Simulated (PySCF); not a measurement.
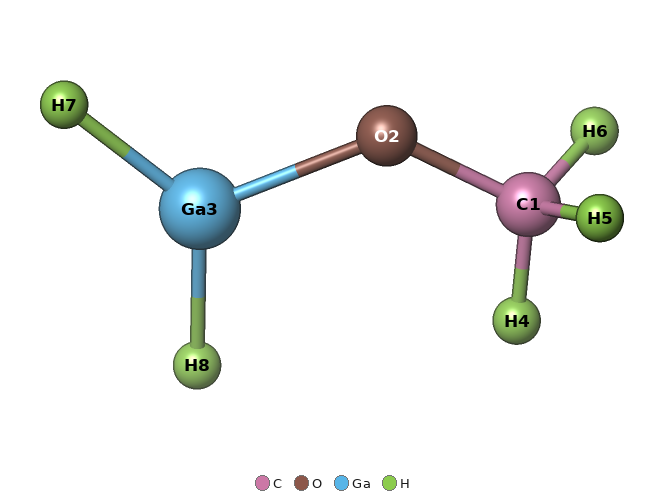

The computed structure is the end point of a PBE0-D3(BJ)/def2-SVP optimisation. No frequency run is at hand to confirm it as a minimum. Method: delta-SCF UKS PBE, pcX-2 on the ionised atom, pcseg-1 elsewhere, spin-free X2C (PySCF 2.14.0).

Give the core-electron binding energies (to vacuum) of C1 1s, O2 1s.

| atom | level | binding energy (eV) |
| --- | --- | --- |
| C1 | 1s | 291.1 |
| O2 | 1s | 536.4 |
